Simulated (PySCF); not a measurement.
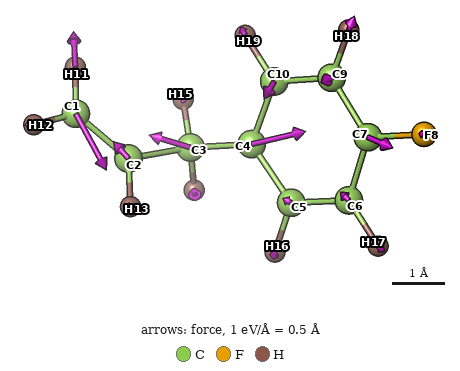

Starting geometry of C9H9F with the computed forces as purple arrows. A ball-and-stick model, seen at a tilt.

The start comes from GFN2-xTB. Its atoms were then displaced at random by about 0.01 Å.

These are results of PBE0-D3(BJ)/def2-SVP geometry optimisation, gas phase in PySCF 2.14.0, density-fitted response routines, not measurements. 

### What follows when this structure is relaxed?

It isn't relaxed: the largest force vector, on a C atom, is 2.63 eV/Å. The final displacements have little in common with the starting forces (cosine between the two patterns 0.02). The largest move after the best rigid fit is that of an H atom, 0.76 Å. Largest moves by element: H 0.76 Å, C 0.43 Å, F 0.26 Å. Among the contacts that change: C–C 1.459 → 1.511 Å, C–H 1.052 → 1.095 Å, C–H 1.082 → 1.103 Å, C–H 1.073 → 1.092 Å. Bond angles that change, for instance: C–C–C 108.6° → 113.1°, H–C–H 109.8° → 106.4°, C–C–H 122.0° → 119.2°. Groups turn about C–C by about 35°. Over 12 geometry steps the energy falls by 17.8 kJ/mol. Cost: 3.5 min on 1 thread of Arm Neoverse V2, on a shared host.
